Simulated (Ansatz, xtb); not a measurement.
Breaking the O3–H4 bond in H2OSn (SMILES [OH][SnH]) (multiplicity 1 held, fragments rigid). Energies count from the point at 0.963 Å.
Geometry at that point (charge 0, multiplicity 1):
```
atom    x (Å)    y (Å)    z (Å)
----  -------  -------  -------
Sn    -0.1839  -0.1503   0.1953
H     -1.4552   0.0147  -1.0721
O      1.2153   0.7994  -0.8693
H      0.9260   1.1031  -1.7363
```

U- levels take the lowest unrestricted solution at each point, which mixes spins at long bonds. Active spaces are followed from a long bond inwards. Levels need not reach the same state.

Correlated levels freeze the cores. Filled d and f shells under p-block atoms count as core.

Programs: Ansatz (an electronic-structure program) with Gaussian orbitals; xtb for the GFN methods. Each number belongs to the level named beside it. In def2 rows elements past Kr take small-core potentials, without spin–orbit coupling. The GFN methods have no spin term and hold the electronic entropy of 300 K.

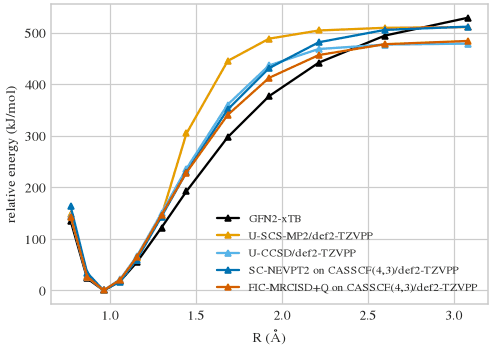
Figure. Relative energy along the coordinate

Q: Read off the GFN2-xTB curve at R = 1.685.

A: about 300 kJ/mol

Doubts at one or more of the structures used: a spin-contaminated determinant (U-SCS-MP2/def2-TZVPP, U-CCSD/def2-TZVPP); T1 above 0.05 (U-CCSD/def2-TZVPP); active orbitals that take no part (SC-NEVPT2 on CASSCF(4,3)/def2-TZVPP, FIC-MRCISD+Q on CASSCF(4,3)/def2-TZVPP).
